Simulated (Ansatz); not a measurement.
**Geometry relaxation, with input and output: CH2BSi**

CH2BSi, multiplicity 2, computed with UKS PBE0-D4/def2-TZVP (Ansatz 0.2.0).

Figures and captions count atoms from 1; the log counts them from 0 in places.

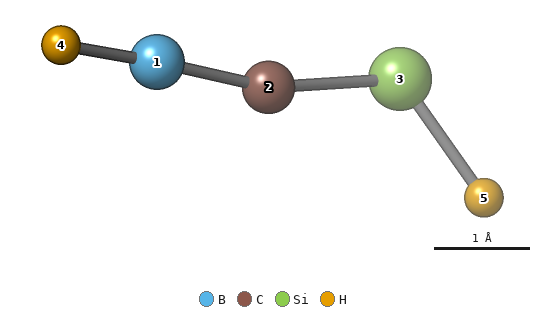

**Figure 1.** The structure as given in the input (ball-and-stick view, seen at a tilt; atoms are numbered from 1 in the order of the input).

## Results in brief

```json
{"quantity": "outcome", "value": "converged"}
{"quantity": "total energy", "value": "−9614.4484 eV"}
{"quantity": "mean-field energy", "value": "−9614.3678 eV"}
{"quantity": "dispersion energy", "value": "−0.0806 eV"}
{"quantity": "⟨S²⟩", "value": "0.763"}
{"quantity": "SCF solution under orbital rotations", "value": "stable"}
{"quantity": "largest force (length of the vector) at the end", "value": "0.003 eV/Å"}
{"quantity": "dipole moment", "value": "0.61 D"}
{"quantity": "hardware", "value": "2 threads of AMD EPYC, 23 GiB of memory available, shared host"}
{"quantity": "wall time", "value": "15 s (CPU time 28 s)"}
{"quantity": "peak memory", "value": "0.21 GiB"}
```

## Input
```yaml
crystal:
  periodic: [false, false, false]
  atoms:
    - {symbol: B, position_ang: [-0.942018, -1.095253, 0.124030]}
    - {symbol: C, position_ang: [-0.092127, -0.011426, -0.009609]}
    - {symbol: Si, position_ang: [0.571465, 1.550345, -0.266500]}
    - {symbol: H, position_ang: [-1.629043, -2.063510, 0.252268]}
    - {symbol: H, position_ang: [2.091724, 1.619844, -0.100188]}
basis:
  gaussian: {orbitals: def2-TZVP}
magnetization: {spin_polarized: true, initial_magnetization: 1}
hamiltonian: {xc: pbe0, dispersion: d4}
relax: {f_tol: 0.005, max_steps: 200}
```

Launch command:
```bash
ansatz run in.yaml --threads 2 --pin off --events-out ev --progress --plain --max-ram 4352MiB
```

## Output
```
Functional definition: PBE0
  name "PBE0"
  cite "Adamo & Barone, J. Chem. Phys. 110, 6158 (1999) doi:10.1063/1.478522"
  cite "Perdew, Burke & Ernzerhof, Phys. Rev. Lett. 77, 3865 (1996) doi:10.1103/PhysRevLett.77.3865"
  parent pbe
  parameter a = 0.25
  parameter kappa = 0.804
  parameter beta = 0.06672455060314922
  exchange = (1 - a)*pbe_x(kappa = kappa, mu = beta*pi^2/3) + a*exact_x
  correlation = pbe_c(beta = beta)
705 factors; their error is unknown
mean field evaluation 1: about -9603.3729 eV, gradient 4.5e1 eV
mean field evaluation 2: about -9553.7814 eV, gradient 8.3e1 eV
mean field evaluation 4: about -9612.6361 eV, gradient 1.5e1 eV
mean field evaluation 8: about -9614.2970 eV, gradient 1.3e-1 eV
mean field evaluation 16: about -9614.3318 eV, gradient 2.8e-3 eV
mean field -9614.33182338 eV, -353.3201776812 hartree, gradient 5.5e-5 eV, S^2 0.763408; 2 other end points of the search recorded, 0 dependent functions left out
the calculation of the forces begins
reference -9614.33185312 eV, -353.3201787741 hartree; 14, 13 occupied and 97, 98 virtual orbitals, 705 factors
relax step   1: F+E_penalty+E_count = -9614.41185816 eV  Δ(F+E_penalty+E_count) = +0.000e0 eV  max|allowed force component| = 7.536e-1 eV/Å  Δτ_max = 0.0000 Å  (54 SCF iters, accepted)
these checks for a lower state are left out or cut short: starts, cluster_reference, orbital_swaps, neighbouring_geometries, increment
705 factors; their error is unknown
mean field evaluation 32: about -9614.3257 eV, gradient 7.2e-3 eV
mean field -9614.36022079 eV, -353.3212212665 hartree, gradient 1.4e-5 eV, S^2 0.763090; 0 other end points of the search recorded, 0 dependent functions left out
the calculation of the forces begins
reference -9614.36025049 eV, -353.3212223580 hartree; 14, 13 occupied and 97, 98 virtual orbitals, 705 factors
relax step   2: F+E_penalty+E_count = -9614.44064526 eV  Δ(F+E_penalty+E_count) = -2.879e-2 eV  max|allowed force component| = 4.072e-1 eV/Å  Δτ_max = 0.0303 Å  (45 SCF iters, accepted)
these checks for a lower state are left out or cut short: starts, cluster_reference, orbital_swaps, neighbouring_geometries, increment
705 factors; their error is unknown
mean field -9614.36531595 eV, -353.3214085104 hartree, gradient 1.4e-5 eV, S^2 0.763115; 0 other end points of the search recorded, 0 dependent functions left out
the calculation of the forces begins
reference -9614.36534569 eV, -353.3214096030 hartree; 14, 13 occupied and 97, 98 virtual orbitals, 705 factors
relax step   3: F+E_penalty+E_count = -9614.44590648 eV  Δ(F+E_penalty+E_count) = -5.261e-3 eV  max|allowed force component| = 6.108e-2 eV/Å  Δτ_max = 0.0181 Å  (43 SCF iters, accepted)
these checks for a lower state are left out or cut short: starts, cluster_reference, orbital_swaps, neighbouring_geometries, increment
705 factors; their error is unknown
mean field -9614.36601802 eV, -353.3214343110 hartree, gradient 2.7e-5 eV, S^2 0.763155; 0 other end points of the search recorded, 0 dependent functions left out
the calculation of the forces begins
reference -9614.36604781 eV, -353.3214354058 hartree; 14, 13 occupied and 97, 98 virtual orbitals, 705 factors
relax step   4: F+E_penalty+E_count = -9614.44662828 eV  Δ(F+E_penalty+E_count) = -7.218e-4 eV  max|allowed force component| = 2.294e-1 eV/Å  Δτ_max = 0.0264 Å  (43 SCF iters, accepted)
these checks for a lower state are left out or cut short: starts, cluster_reference, orbital_swaps, neighbouring_geometries, increment
705 factors; their error is unknown
mean field -9614.36716365 eV, -353.3214764122 hartree, gradient 1.7e-5 eV, S^2 0.763257; 0 other end points of the search recorded, 0 dependent functions left out
the calculation of the forces begins
reference -9614.36719350 eV, -353.3214775092 hartree; 14, 13 occupied and 97, 98 virtual orbitals, 705 factors
relax step   5: F+E_penalty+E_count = -9614.44774115 eV  Δ(F+E_penalty+E_count) = -1.113e-3 eV  max|allowed force component| = 6.016e-2 eV/Å  Δτ_max = 0.0173 Å  (43 SCF iters, accepted)
these checks for a lower state are left out or cut short: starts, cluster_reference, orbital_swaps, neighbouring_geometries, increment
705 factors; their error is unknown
mean field evaluation 64: about -9614.3676 eV, gradient 1.9e-5 eV
mean field -9614.36759942 eV, -353.3214924264 hartree, gradient 1.9e-5 eV, S^2 0.763242; 0 other end points of the search recorded, 0 dependent functions left out
the calculation of the forces begins
reference -9614.36762926 eV, -353.3214935227 hartree; 14, 13 occupied and 97, 98 virtual orbitals, 705 factors
relax step   6: F+E_penalty+E_count = -9614.44822897 eV  Δ(F+E_penalty+E_count) = -4.878e-4 eV  max|allowed force component| = 7.683e-2 eV/Å  Δτ_max = 0.0205 Å  (42 SCF iters, accepted)
these checks for a lower state are left out or cut short: starts, cluster_reference, orbital_swaps, neighbouring_geometries, increment
705 factors; their error is unknown
mean field -9614.36775306 eV, -353.3214980723 hartree, gradient 9.3e-6 eV, S^2 0.763229; 0 other end points of the search recorded, 0 dependent functions left out
the calculation of the forces begins
reference -9614.36778290 eV, -353.3214991692 hartree; 14, 13 occupied and 97, 98 virtual orbitals, 705 factors
relax step   7: F+E_penalty+E_count = -9614.44838032 eV  Δ(F+E_penalty+E_count) = -1.514e-4 eV  max|allowed force component| = 2.580e-3 eV/Å  Δτ_max = 0.0095 Å  (44 SCF iters, accepted)
705 factors; their error is unknown
mean field evaluation 96: about -9614.3678 eV, gradient 4.3e-5 eV
```

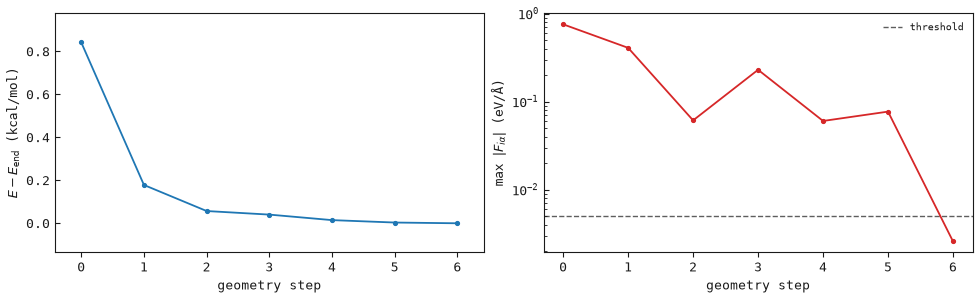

**Figure 2.** Progress of the relaxation, step by step (the first geometry is step 0 here and step 1 in the log).

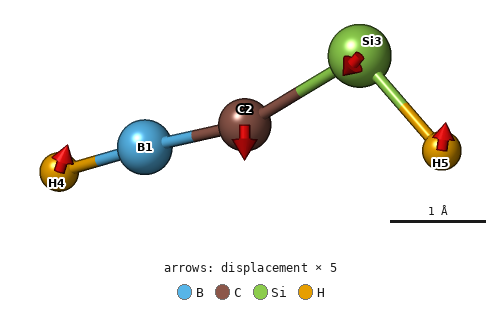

**Figure 3.** The starting structure with the displacements as red arrows, magnified 5 times (ball-and-stick view, seen at a tilt). The two geometries are laid on each other by the best rigid fit. Over 6 geometry steps the energy falls by 0.84 kcal/mol. Largest force component: 0.75 eV/Å at the start, 0.0026 eV/Å at the end. The atom that moves furthest after the best rigid fit is C2 (0.077 Å). By element the largest moves are C 0.077 Å, Si 0.063 Å, H 0.063 Å, B 0.013 Å. Among the contacts that change: C2–Si3 1.716 → 1.687 Å, Si3–H5 1.531 → 1.509 Å, B1–C2 1.384 → 1.363 Å, B1–H4 1.194 → 1.174 Å. Among the angles that change: B1–C2–Si3 164.7° → 159.9°, C2–Si3–H5 114.1° → 116.8°. (Atoms are counted from 1 in the order of the input.)

```
mean field -9614.36775306 eV, -353.3214980723 hartree, gradient 2.0e-5 eV, S^2 0.763229; 5 other end points of the search recorded, 0 dependent functions left out
the calculation of the forces begins
reference -9614.36778290 eV, -353.3214991692 hartree; 14, 13 occupied and 97, 98 virtual orbitals, 705 factors
Total energy: -9614.44841017 eV, -353.3244621666 hartree
Atom 0 at    -0.932379    -1.087023     0.123683 Å, force    -0.001825    -0.000472    -0.000105 eV/Å
Atom 1 at    -0.039248    -0.063563     0.009114 Å, force     0.002580     0.001731    -0.000092 eV/Å
Atom 2 at     0.566386     1.488874    -0.254276 Å, force    -0.000401    -0.001820     0.000351 eV/Å
Atom 3 at    -1.652505    -2.007363     0.236624 Å, force    -0.000835    -0.000864     0.000091 eV/Å
Atom 4 at     2.057748     1.669075    -0.115145 Å, force     0.000481     0.001425    -0.000245 eV/Å
Dipole moment:     0.008671     0.124996    -0.026013 e Å
```

## Trajectory as extended XYZ (Å, eV, eV/Å), 7 frames, from step=1 to step=7
```
5
Properties=species:S:1:pos:R:3:forces:R:3 step=1 energy=-9614.41186
B    -0.9420   -1.0953    0.1240    0.3026   0.4627  -0.0635
C    -0.0921   -0.0114   -0.0096   -0.2248  -0.1013  -0.0035
Si    0.5715    1.5503   -0.2665   -0.0657  -0.7536   0.1542
H    -1.6290   -2.0635    0.2523    0.3032   0.4113  -0.0536
H     2.0917    1.6198   -0.1002   -0.3153  -0.0191  -0.0336
5
Properties=species:S:1:pos:R:3:forces:R:3 step=2 energy=-9614.44065
B    -0.9326   -1.0837    0.1228    0.0308   0.0937  -0.0160
C    -0.0874   -0.0166   -0.0073    0.0424   0.1742  -0.0325
Si    0.5641    1.5341   -0.2641   -0.0583  -0.4072   0.0809
H    -1.6127   -2.0383    0.2484    0.0760   0.1033  -0.0137
H     2.0687    1.6045   -0.0998   -0.0909   0.0360  -0.0187
5
Properties=species:S:1:pos:R:3:forces:R:3 step=3 energy=-9614.44591
B    -0.9320   -1.0800    0.1221   -0.0165   0.0115  -0.0042
C    -0.0827   -0.0223   -0.0053    0.0362   0.0283  -0.0018
Si    0.5649    1.5164   -0.2603   -0.0057  -0.0611   0.0125
H    -1.6122   -2.0276    0.2460   -0.0199  -0.0168   0.0011
H     2.0619    1.6134   -0.1025    0.0059   0.0382  -0.0076
5
Properties=species:S:1:pos:R:3:forces:R:3 step=4 energy=-9614.44663
B    -0.9294   -1.0818    0.1229   -0.2069  -0.2294   0.0249
C    -0.0653   -0.0379    0.0005    0.0785   0.0466  -0.0007
Si    0.5682    1.5033   -0.2572   -0.0373   0.0123  -0.0071
H    -1.6332   -2.0226    0.2422    0.1117   0.1465  -0.0183
H     2.0597    1.6391   -0.1084    0.0540   0.0240   0.0013
5
Properties=species:S:1:pos:R:3:forces:R:3 step=5 energy=-9614.44774
B    -0.9336   -1.0858    0.1233   -0.0602  -0.0460   0.0027
C    -0.0623   -0.0461    0.0027    0.0560  -0.0022   0.0071
Si    0.5714    1.4949   -0.2550   -0.0294   0.0265  -0.0092
H    -1.6390   -2.0186    0.2406    0.0214   0.0289  -0.0036
H     2.0635    1.6556   -0.1116    0.0122  -0.0073   0.0030
5
Properties=species:S:1:pos:R:3:forces:R:3 step=6 energy=-9614.44823
B    -0.9333   -1.0848    0.1231    0.0193   0.0113  -0.0002
C    -0.0450   -0.0564    0.0069   -0.0480  -0.0768   0.0109
Si    0.5660    1.4927   -0.2552    0.0165   0.0389  -0.0064
H    -1.6458   -2.0116    0.2383    0.0048   0.0164  -0.0029
H     2.0581    1.6600   -0.1132    0.0074   0.0103  -0.0013
5
Properties=species:S:1:pos:R:3:forces:R:3 step=7 energy=-9614.44838
B    -0.9324   -1.0870    0.1237   -0.0018  -0.0005  -0.0001
C    -0.0392   -0.0636    0.0091    0.0026   0.0017  -0.0001
Si    0.5664    1.4889   -0.2543   -0.0004  -0.0018   0.0004
H    -1.6525   -2.0074    0.2366   -0.0008  -0.0009   0.0001
H     2.0577    1.6691   -0.1151    0.0005   0.0014  -0.0002
```

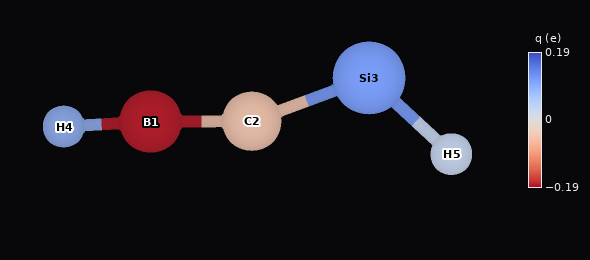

**Figure 4.** Mulliken charges, as the colour of each atom (ball-and-stick view, seen on its broad side; atoms are numbered from 1 in the order of the input). By element: B −0.18, C −0.04, Si +0.12 and H +0.03 to +0.08 e.
